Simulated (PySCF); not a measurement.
# Run report: Zn⁺, atomic calculation

System: Zn⁺, configuration 1s2 2s2 2p6 3s2 3p6 3d10 4s1, multiplicity 2.
Method: unrestricted HF, aug-cc-pwCVTZ-PP with ECP10, scalar-relativistic core potential (PySCF).

Input:
```python
from pyscf import gto, scf, dft, mp, cc
mol = gto.M(atom="Zn 0 0 0", charge=1, spin=1, symmetry="D2h",
            basis="aug-cc-pwCVTZ-PP",
            ecp="aug-cc-pwCVTZ-PP")
mf = scf.UHF(mol)
mf.irrep_nelec = {'Ag': (4, 3), 'B1g': (1, 1), 'B2g': (1, 1), 'B3g': (1, 1), 'B1u': (1, 1), 'B2u': (1, 1), 'B3u': (1, 1)}
mf.kernel()
```

The script is an equivalent of what the driver set up; the driver started from orbitals of its own, so the log can be shorter than this script's would be, and it computed the properties (radii, ⟨L²⟩, response) afterwards. It held the occupations shell by shell, which the script's counts by irreducible representation don't always enforce.

Hardware: 1 CPU thread, shared host.

Output (extracts):
```
damping factor = 0
level_shift factor = 0
DIIS = <class 'pyscf.scf.diis.CDIIS'>
diis_start_cycle = 1
diis_space = 10
diis_damp = 0
SCF conv_tol = 1e-09
SCF conv_tol_grad = None
number electrons alpha = 10  beta = 9
cycle= 1 E= -225.677108718338  delta_E= -3.13e-09  |g|= 4.32e-05  |ddm|= 0.000102
cycle= 2 E= -225.677108718879  delta_E= -5.41e-10  |g|= 4.11e-05  |ddm|= 5.09e-05
cycle= 3 E= -225.677108719095  delta_E= -2.17e-10  |g|= 9.64e-06  |ddm|= 1.59e-05
converged SCF energy = -225.677108719095  <S^2> = 0.75091622  2S+1 = 2.000916
```

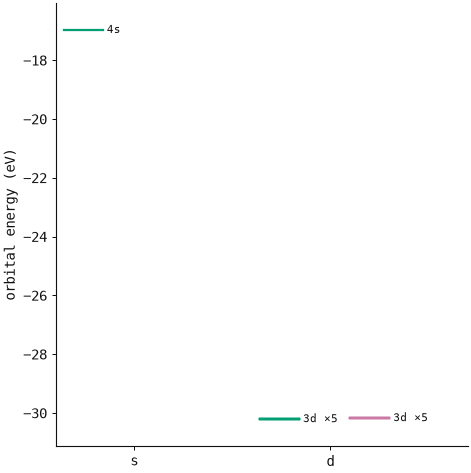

Figure 1. Orbital energies of the mean field, from the top down to −30.2 eV, by angular momentum, α spin at the left of each column and β at the right; ×n counts the orbitals under one label. The highest filled orbital is 4s α at −17.0 eV, the lowest empty one s β at −7.52 eV.

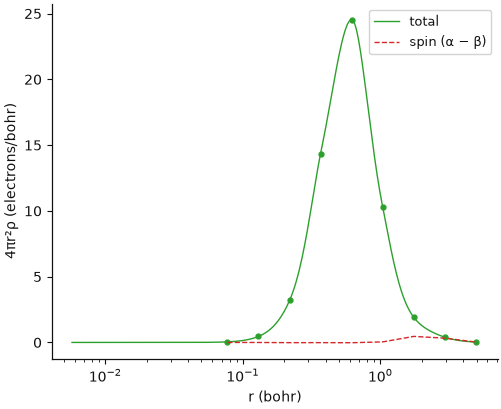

Figure 2. Spherically averaged radial density 4πr²ρ of the mean field (valence electrons alone, under a core potential) and its spin part; markers are the stored points, which are sparse, and the line is a monotone interpolation between them. The largest stored value is 24.5 electrons/bohr at r = 0.62 bohr. Root-mean-square radii of the shells: 3s 0.734, 3p 0.777, 3d 0.995, 4s 2.70 bohr.

Results in brief:

```
                                                quantity                    value
                                                 outcome                converged
total energy (valence electrons, under a core potential)      −225.677109 hartree
                                                    ⟨S²⟩                    0.751
                                          SCF iterations                        3
                                                CPU time  3.5 s (integrals apart)
```
